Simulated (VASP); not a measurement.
Band structure of SnO (space group Cmce). These are r2SCAN meta-GGA, VASP's PBE PAW potentials (set 64) (plane waves; VASP 6.6.1) values and carry that method's errors.

Unless said otherwise, spin-orbit coupling is left out, though it shifts the bands of the heavy elements here.

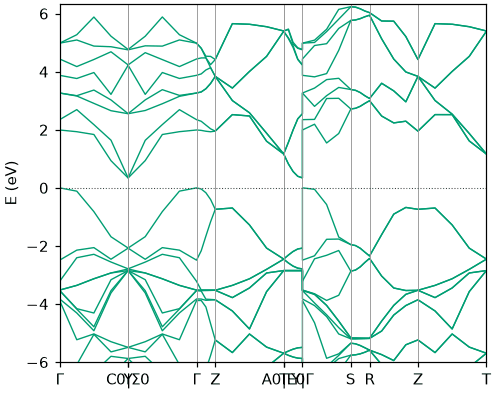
Figure: Bands along high-symmetry lines, zero at the valence-band maximum or, without a gap, the Fermi level

### Question
Read the plot: is there a gap, and where are the band edges?

### Answer
The gap is indirect, 0.34 eV, from the valence maximum at Γ to the conduction minimum at Y.

The structure comes from a computed database's SnO entry (Cmce); how it stands against other phases isn't given here. It was relaxed first, which changed the volume by -6 %.
